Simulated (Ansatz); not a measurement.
**WSe2 (P6_3/mmc): the dielectric response by several routes**

How strongly does WSe2 (P6_3/mmc) screen? Routes: perturbation theory, a sum over states and the RPA step of G0W0.

Program: Ansatz 0.2.0. Level of theory: linear response on PBE, plane waves, PAW. Results are calculated unless marked as measured.

The database entry behind the starting cell differs from later determinations by our own check (a about 0.2 % long), so it need not match the best structure at ambient conditions.

### 1. Set-up

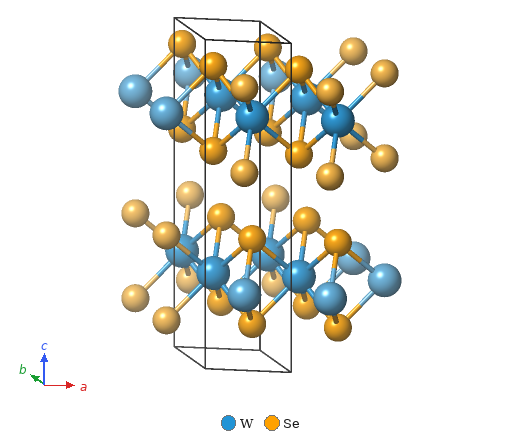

The starting structure, seen slightly off an axis (tungsten blue, selenium orange). 2×2×1 cells are drawn. Some periodic images of atoms are drawn too.

The cell and positions come from the Crystallography Open Database and are kept as given unless a step says otherwise. Spin-orbit coupling is left out unless a step names it. The default PAW set here is soft_2. Its files were made with PBE.

### 2. Response to a homogeneous field

ε∞ sets how strongly the crystal screens. Perturbation theory gives it with local fields and without a sum over empty bands.

This step: dielectric response by perturbation theory, PBE, plane waves, PAW.

Contents of input.yaml:

```yaml
crystal:
  lattice:
    - [3.29, 0.0, 0.0]
    - [-1.645, 2.8492235785, 0.0]
    - [0.0, 0.0, 12.97]
  atoms:
    - { symbol: W, position: [0.3333333333, 0.6666666667, 0.25] }
    - { symbol: W, position: [0.6666666667, 0.3333333333, 0.75] }
    - { symbol: Se, position: [0.3333333333, 0.6666666667, 0.621] }
    - { symbol: Se, position: [0.6666666667, 0.3333333333, 0.121] }
    - { symbol: Se, position: [0.3333333333, 0.6666666667, 0.879] }
    - { symbol: Se, position: [0.6666666667, 0.3333333333, 0.379] }
kpoints:
  mp_grid: { grid: [9, 9, 2] }
hamiltonian:
  xc: pbe
scf:
  occupations: { method: fixed }
dielectric: {}
```

Started as:

```bash
$ ansatz run input.yaml --threads 3 --pin off --max-ram 92160MiB --backend cuda --events-out ev --progress --plain --runs-dir out --devices 1 --max-vram 13GiB  # rebuilt from the run's record
```

Numbers of over 12 decimals in the logs are rounded to 6 here.

Log:

```text
GPUs: using 1 of 1 available (devices: 1).
Engine: ansatz 0.2.0, x86_64-unknown-linux-gnu
Pseudopotentials: kind: paw
Pseudopotential: W, paw, valence charge 14, recommended cutoff 420 eV (normal), W.paw.azcp
Pseudopotential: Se, paw, valence charge 16, recommended cutoff 420 eV (normal), Se.paw.azcp
Functional definition: PBE
  parameter kappa = 0.804
  parameter beta = 0.066725
  exchange = pbe_x(kappa = kappa, mu = beta*pi^2/3)
  correlation = pbe_c(beta = beta)
device memory: the entry about to start is reckoned to put 2.8 GiB on a device that reports 42.5 GiB free (of which the cap on the GPU budget leaves the run 13.0 GiB)
GPU FFT provider: cuFFT
GPU libraries: cuBLAS 13.8.2, cuFFT 12.4.0, cuSOLVER 12.3.4
Crystal: 6 atoms, lattice volume = 121.580 Å³
Basis set: ecut = 420 eV, 2419 PW (Γ), exchange–correlation on 48×48×180 points (8 copies of the dense FFT grid, shifted against one another)
Bands: 56, of which v1, the nominal top of the filled ones, is band 46 counted from 1 (45 counted from 0)
Symmetry: 24 space group operations
k-points: 50 of 162 (irreducible under 2 space group operations, time reversal used)
Non-local potential: W, projectors of the file, l = 0: 3, l = 1: 2, l = 2: 2, l = 3: 1
Non-local potential: Se, projectors of the file, l = 0: 2, l = 1: 2, l = 2: 3, l = 3: 1
PAW form: soft (Blöchl's): semilocal exchange-correlation on the pseudo side does not see the compensation charge
PAW one-centre angular grid: W, 590 points (default); XC on 64 Gauss nodes
PAW one-centre angular grid: Se, 590 points (default); XC on 64 Gauss nodes
Initial density: superposition of atomic densities (neutral atoms: chi_scale 0, normalization atom), corrected by the library's trained network
Initial wavefunctions: pseudopotential atomic-orbital guess
GPU buffer pool allocated for 51840 grid points (all kernels)
GPU transforms: local potential and band sums: pruned to the plane-wave sphere, on 24×24×90
Functional: x = pbe(κ = 0.804, μ = 0.219515), c = pbe(β = 0.066725)
SCF iter   1: F=—  HF=-42649.195471 eV  |F-HF|=—  |Δ(HF+E_count)|=         —  Δρ=4.32e-3  dr2=5.48e-3  ethr=1.77e-3  ⟨swp⟩=4.9  Hψ=8879  notcnv=0  defer=363
preconditioner: auto → Resta (q_TF=auto, 2.604 Å⁻¹)  ε∞=6.0  [insulator: Δε(μ)=1.067 eV  Ē_g=8.997 eV  n_scr=40 (ndim 8)  ℏωp=20.2 eV  f_vac=0.044  ε∞_Penn≈6.0]
SCF iter   2: F=—  HF=-42649.204195 eV  |F-HF|=—  |Δ(HF+E_count)|=   8.72e-3  Δρ=2.51e-3  dr2=1.81e-3  ethr=5.96e-6  ⟨swp⟩=2.0  Hψ=4812  notcnv=0  defer=398
SCF iter   3: F=—  HF=-42649.208599 eV  |F-HF|=—  |Δ(HF+E_count)|=   4.40e-3  Δρ=4.26e-4  dr2=5.19e-4  ethr=1.97e-6  ⟨swp⟩=2.0  Hψ=3684  notcnv=0  defer=398
SCF iter   4: F=—  HF=-42649.208607 eV  |F-HF|=—  |Δ(HF+E_count)|=   7.22e-6  Δρ=8.61e-5  dr2=4.29e-6  ethr=5.65e-7  ⟨swp⟩=2.6  Hψ=4749  notcnv=0  defer=202
SCF iter   5: F=—  HF=-42649.208714 eV  |F-HF|=—  |Δ(HF+E_count)|=   1.08e-4  Δρ=3.32e-5  dr2=6.81e-7  ethr=4.66e-9  ⟨swp⟩=2.6  Hψ=4882  notcnv=0  defer=121
SCF iter   6: F=—  HF=-42649.208716 eV  |F-HF|=—  |Δ(HF+E_count)|=   2.15e-6  Δρ=5.73e-6  dr2=5.38e-8  ethr=7.41e-10  ⟨swp⟩=2.1  Hψ=3587  notcnv=0  defer=121
SCF iter   7: F=—  HF=-42649.208717 eV  |F-HF|=—  |Δ(HF+E_count)|=   5.87e-8  Δρ=2.56e-6  dr2=9.79e-9  ethr=5.85e-11  ⟨swp⟩=2.0  Hψ=4882  notcnv=0  defer=121
SCF iter   8: F=—  HF=-42649.208717 eV  |F-HF|=—  |Δ(HF+E_count)|=   9.75e-9  Δρ=6.32e-7  dr2=5.55e-10  ethr=1.06e-11  ⟨swp⟩=2.0  Hψ=4882  notcnv=0  defer=121
SCF iter   9: F=-42649.208717 eV  HF=-42649.208717 eV  |F-HF|=2.18e-11  |Δ(HF+E_count)|=  6.77e-10  Δρ=1.16e-7  dr2=2.57e-11  ethr=1.00e-12  ⟨swp⟩=9.7  Hψ=10243  notcnv=0
SCF 1 converged in 9 iterations: F = -42649.208717 eV  dr2 = 2.57e-11
  greatest PAW one-centre occupation: 1.000 electrons in one spin orbital (limit 2), on the Se atom at site 4 (counted from 0), in its partial waves of l = 2
the response reads at least the filled bands of the reference SCF and the lowest empty band at each k-point, and that SCF's band table does not vouch for those bands. The notice of the band table in this run's record says why
device memory: the entry about to start is reckoned to put 0.8 GiB on a device that reports 58.4 GiB free (of which the cap on the GPU budget leaves the run 12.9 GiB)
NSCF: frozen V_eff on 1 k-points
device memory: the entry about to start is reckoned to put 0.8 GiB on a device that reports 58.0 GiB free (of which the cap on the GPU budget leaves the run 12.9 GiB)
NSCF: frozen V_eff on 1 k-points
device memory: the entry about to start is reckoned to put 0.8 GiB on a device that reports 58.0 GiB free (of which the cap on the GPU budget leaves the run 12.9 GiB)
NSCF: frozen V_eff on 1 k-points
device memory: the entry about to start is reckoned to put 0.8 GiB on a device that reports 58.2 GiB free (of which the cap on the GPU budget leaves the run 12.9 GiB)
NSCF: frozen V_eff on 1 k-points
device memory: the entry about to start is reckoned to put 0.1 GiB (of the 0.3 GiB reckoned in all, the device holds 0.2 GiB already) on a device that reports 58.0 GiB free (of which the cap on the GPU budget leaves the run 12.9 GiB)
device memory: the entry about to start is reckoned to put 2.3 GiB (of the 2.5 GiB reckoned in all, the device holds 0.2 GiB already) on a device that reports 57.9 GiB free (of which the cap on the GPU budget leaves the run 12.9 GiB)
DFPT response loops at Γ: preconditioner auto → Resta (q_TF=auto, 2.604 Å⁻¹)  ε∞=7.5 (no band partly filled); β = 1.00, the filter's whole step (`scf.mixing.beta` (0.50) is not read by the response loops at its default; to damp them type it under 1.00, their step now; it binds the ground state too); Broyden in place of MSR1
── the response to a field inside a basis, on 10×10×2 k-points: an SCF that follows is theirs, and a resumed run solves both again ──
device memory: the entry about to start is reckoned to put 0.4 GiB on a device that reports 43.7 GiB free (of which the cap on the GPU budget leaves the run 12.9 GiB)
GPU FFT provider: cuFFT
GPU libraries: cuBLAS 13.8.2, cuFFT 12.4.0, cuSOLVER 12.3.4
Bands: 47, of which v1, the nominal top of the filled ones, is band 46 counted from 1 (45 counted from 0)
k-points: 30 of 200 (irreducible under 8 space group operations)
Initial density: handed on by an earlier stage of this run
Initial wavefunctions: pseudopotential atomic-orbital guess (no wavefunctions were taken with the density)
GPU buffer pool allocated for 51840 grid points (all kernels)
GPU transforms: band sums: pruned to the plane-wave sphere, on 24×24×90
Eigensolver: Dense (30 Hₖ)
SCF iter   1: F=—  HF=-42648.944790 eV  |F-HF|=—  |Δ(HF+E_count)|=         —  Δρ=5.27e-4  dr2=1.25e-4  ethr=1.00e-1
preconditioner: auto → Resta (q_TF=auto, 2.604 Å⁻¹)  ε∞=8.8  [insulator: Δε(μ)=1.198 eV  Ē_g=7.255 eV  n_scr=40 (ndim 8)  ℏωp=20.2 eV  f_vac=0.044  ε∞_Penn≈8.8]
SCF iter   2: F=—  HF=-42648.944881 eV  |F-HF|=—  |Δ(HF+E_count)|=   9.05e-5  Δρ=3.05e-4  dr2=4.68e-5  ethr=1.36e-7
SCF iter   3: F=—  HF=-42648.944925 eV  |F-HF|=—  |Δ(HF+E_count)|=   4.45e-5  Δρ=3.04e-5  dr2=1.64e-6  ethr=5.08e-8
SCF iter   4: F=—  HF=-42648.944926 eV  |F-HF|=—  |Δ(HF+E_count)|=   3.84e-7  Δρ=1.58e-5  dr2=4.03e-7  ethr=1.79e-9
SCF iter   5: F=-42648.944926 eV  HF=-42648.944926 eV  |F-HF|=1.80e-8  |Δ(HF+E_count)|=   1.07e-7  Δρ=3.86e-6  dr2=2.91e-8  ethr=4.38e-10
SCF 1 converged in 5 iterations: F = -42648.944926 eV  dr2 = 2.91e-8
device memory: the entry about to start is reckoned to put 0.1 GiB (of the 0.2 GiB reckoned in all, the device holds 0.1 GiB already) on a device that reports 46.0 GiB free (of which the cap on the GPU budget leaves the run 12.8 GiB)
device memory: the entry about to start is reckoned to put 2.4 GiB on a device that reports 45.1 GiB free (of which the cap on the GPU budget leaves the run 12.7 GiB)
DFPT response loops at Γ: preconditioner auto → Resta (q_TF=auto, 2.604 Å⁻¹)  ε∞=7.1 (no band partly filled); β = 1.00, the filter's whole step (`scf.mixing.beta` (0.50) is not read by the response loops at its default; to damp them type it under 1.00, their step now; it binds the ground state too); Broyden in place of MSR1
SCF converged after 9 iterations
Free energy (F): -42649.208717 eV
Harris-Foulkes:  -42649.208717 eV  (|F-HF|=2.18e-11)
Internal energy: -42649.208717 eV  (E = F + TS)
E sigma→0 (E₀):  -42649.208717 eV
Fermi energy:    12.957500 eV
--- Per-component energies (eV) ---
  E_band       = -1683.229691
  E_kinetic    = 1379.656146
  E_local      = -11426.384628  (includes V_loc(G=0)·N_el)
  E_nonlocal   = -2379.707405
  E_hartree    = 5496.513272
  E_xc         = -953.321390
  E_vxc        = -873.931548  (∫ρ·V_xc dr)
  E_paw        = -24771.116780  (= ΣΔE_a)
  E_vpaw       = 624.113458  (= ΣTr[D̂ρ^β])
  E_aug_tail   = -0.002475  (compensation charges beyond the density's cutoff)
  E_ewald      = -9994.845457
  E_smearing   = -0.000000  (= −TS)
  E_closure    = 0.000000  (closes the sum)
  Σ components = -42649.208717   (vs F -42649.208717, Δ=0.00e0)
--- Band table (eV; the first three rows and the last of 50) ---
  k-point 0: bands = [... 42 lower, 11.4570, 11.8529, 11.8902, 12.9575, 15.5965, 15.5965, 15.6470, 15.6470, ... 6 higher]
  k-point 1: bands = [... 42 lower, 11.4294, 11.4294, 12.7409, 12.7409, 15.6020, 15.6020, 15.6020, 15.6020, ... 6 higher]
  k-point 2: bands = [... 42 lower, 11.3288, 11.8874, 12.0800, 12.6508, 15.0990, 15.2840, 15.4159, 15.4299, ... 6 higher]
  k-point 49: bands = [... 42 lower, 10.8933, 10.8933, 11.9893, 11.9893, 14.4857, 14.4857, 15.3537, 15.3537, ... 6 higher]
--- Dielectric response (ions clamped): 3 representative field directions + reference, inside a basis on a mesh of 200 k-points (Σ response iterations 15) ---
  ε∞ (high-frequency dielectric tensor):
       15.238220     0.000000     0.000000
        0.000000    15.238220     0.000000
        0.000000     0.000000     7.368657
  Born effective charges Z* (e; rows j = field, columns β = displacement):
    site 0:
        -1.24403   -0.00000    0.00000
         0.00000   -1.24403    0.00000
         0.00000    0.00000   -0.79144
    site 1:
        -1.24403    0.00000    0.00000
        -0.00000   -1.24403    0.00000
         0.00000    0.00000   -0.79144
    site 2:
         0.62201    0.00000    0.00000
        -0.00000    0.62201   -0.00000
         0.00000   -0.00000    0.39572
    site 3:
         0.62201   -0.00000    0.00000
        -0.00000    0.62201    0.00000
        -0.00000    0.00000    0.39572
    site 4:
         0.62201    0.00000   -0.00000
        -0.00000    0.62201    0.00000
        -0.00000    0.00000    0.39572
    site 5:
         0.62201   -0.00000   -0.00000
        -0.00000    0.62201   -0.00000
         0.00000   -0.00000    0.39572
  Z* charge neutrality: 5.549e-2 e pre-enforcement
  solved inside a basis spanned on kpoints, on 10×10×2 k-points, its susceptibility summed on 14×14×4: ε∞ is read to err by 8.8e-2, Z* by 3.3e-2 e (field_mesh: kpoints solves on kpoints); Z* is corrected for what the basis lacks
```

The job ended after 42 s (1 × NVIDIA H100 80GB HBM3 (shared by 6 runs) with 3 threads of AMD EPYC 7R13 (Zen 3), shared host; peak memory 2.2 GiB).

The column dr2 measures how far the density is from self-consistency, as an energy; F and HF (Harris–Foulkes) agree once it is small.

Numbers from this step:

| Quantity | Value |
| --- | --- |
| stated error of ε∞ | 0.088 |

One over ε∞ averages 0.09, well under the quarter of exact exchange in PBE0, which by this rule of thumb may open the gap too far.

High-frequency dielectric tensor:

```
15.24  0.00  0.00
 0.00 15.24  0.00
 0.00  0.00  7.37
```

Born effective charge (e), principal values of the symmetric part by kind of site:

| atom | atoms with these values | low | middle | high | mean |
| --- | --- | --- | --- | --- | --- |
| W1 | 2 | -1.24 | -1.24 | -0.79 | -1.09 |
| Se3 | 4 | 0.40 | 0.62 | 0.62 | 0.55 |

In full for W1:

```
-1.24  0.00  0.00
 0.00 -1.24  0.00
 0.00  0.00 -0.79
```

### 3. Independent-particle spectrum

The independent-particle spectrum shows where the oscillator strength lies, before excitons and local fields.

This step: independent-particle optics on PBE, plane waves, PAW.

Changes to input.yaml since step 2:

```diff
@@ -13,3 +13,3 @@
 kpoints:
-  mp_grid: { grid: [9, 9, 2] }
+  mp_grid: { grid: [12, 12, 2] }
 hamiltonian:
@@ -18,2 +18,4 @@
   occupations: { method: fixed }
-dielectric: {}
+  n_extra_bands: 83
+output:
+  optics: { e_range: [0, 25], de: 0.1, sigma: 0.2 }
```

Log:

```text
[...]
GPUs: using 1 of 1 available (devices: 1).
[...]
GPU FFT provider: cuFFT
GPU libraries: cuBLAS 13.8.2, cuFFT 12.4.0, cuSOLVER 12.3.4
Crystal: 6 atoms, lattice volume = 121.580 Å³
Basis set: ecut = 420 eV, 2419 PW (Γ)
Bands: 129, of which v1, the nominal top of the filled ones, is band 46 counted from 1 (45 counted from 0)
Symmetry: 24 space group operations
[...]
k-points: 38 of 288
[...]
GPU buffer pool allocated for 51840 grid points (all kernels)
[...]
SCF iter   1: F=—  HF=-42649.196375 eV  |F-HF|=—  |Δ(HF+E_count)|=         —  Δρ=4.32e-3  dr2=5.42e-3  ethr=1.77e-3  ⟨swp⟩=4.2  Hψ=16990  notcnv=0  defer=2910
[...]
SCF iter   9: F=-42649.209009 eV  HF=-42649.209009 eV  |F-HF|=0.00e0  |Δ(HF+E_count)|=  4.37e-10  Δρ=7.78e-8  dr2=8.19e-12  ethr=1.00e-12  ⟨swp⟩=10.9  Hψ=36330  notcnv=0
SCF 1 converged in 9 iterations: F = -42649.209009 eV  dr2 = 8.19e-12
[...]
Optics k sum: 0 of 38 k-points
Optics k sum: 2 of 38 k-points
[...]
Optics k sum: 38 of 38 k-points
[...]
SCF converged after 9 iterations
Free energy (F): -42649.209009 eV
[...]
Internal energy: -42649.209009 eV  (E = F + TS)
E sigma→0 (E₀):  -42649.209009 eV
Fermi energy:    12.957567 eV
[...]
--- Band table (eV; the first three rows and the last of 38) ---
  k-point 0: bands = [... 42 lower, 11.4571, 11.8530, 11.8902, 12.9576, 15.5965, 15.5965, 15.6470, 15.6470, ... 79 higher]
  k-point 1: bands = [... 42 lower, 11.4295, 11.4295, 12.7410, 12.7410, 15.6020, 15.6020, 15.6020, 15.6020, ... 79 higher]
  k-point 2: bands = [... 42 lower, 11.3932, 11.8773, 12.0810, 12.7852, 15.3666, 15.4010, 15.4480, 15.5227, ... 79 higher]
  k-point 37: bands = [... 42 lower, 10.2229, 10.2229, 12.6170, 12.6170, 14.2841, 14.2841, 15.3885, 15.3885, ... 79 higher]
```

Wall time 53 s (1 × NVIDIA H100 80GB HBM3 (shared by 6 runs) with 3 threads); peak memory 2.4 GiB.

This step gave:

```yaml
eps_infinity_without_local_fields_xx_yy_zz: 15.90, 15.90, 10.72
electrons_in_the_f_sum_xx_yy_zz: 52.14, 52.14, 52.14
bands_in_the_explicit_sum_the_static_value_is_completed_to_all_bands: 129
```

The sum gives ε∞ = 15.90 and 10.72 without local fields.

The ε₂ has structure finer than the step of the table below, so its rows give means over 2 eV, whole bins alone (the curve runs from 0 to 25 eV). Peaks (eV: height): xx=yy 3.0: 21.3, 4.2: 19.5; zz 2.7: 7.62, 5.5: 20.8, 8.0: 10.6.

Independent particles, no local fields, Gaussian width 0.2 eV. ε₂ against photon energy; means over each step:

| photon energy (eV) | xx=yy | zz |
| --- | --- | --- |
| 2 | 9.85 | 2.34 |
| 4 | 16.4 | 9.39 |
| 6 | 9.69 | 12.8 |
| 8 | 4.65 | 9.18 |
| 10 | 4.37 | 5.91 |
| 12 | 2.94 | 2.23 |
| 14 | 1.76 | 1.71 |
| 16 | 1.11 | 0.927 |
| 18 | 0.604 | 0.404 |
| 20 | 0.344 | 0.297 |
| 22 | 0.248 | 0.232 |
| 24 | 0.182 | 0.169 |

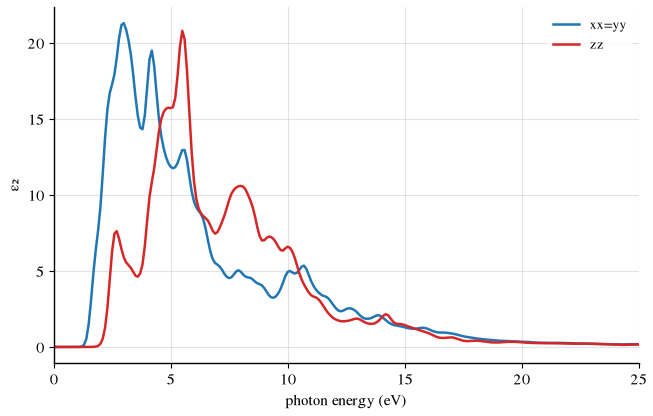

ε₂ against photon energy.

[end of part 1 of 2]

[Paths, hosts, dates, memory and timing lines, banners, echoed tables and standing remarks are left out of the program output.]

[Logs are printed without paths, hosts, clocks, repeated set-up lines and the standing remarks that a program may print on its own settings, such as how far it seeks lower states.]

[Runs of the session that timed out or met a known fault of the program may be left out.]

[Cells called generated may have been cut or substituted from an entry of the Crystallography Open Database or the Materials Project.]

[Hosts, paths, dates, database ids (printed as entryN), source tags and the programs' standing remarks are cut or masked in the printed files.]
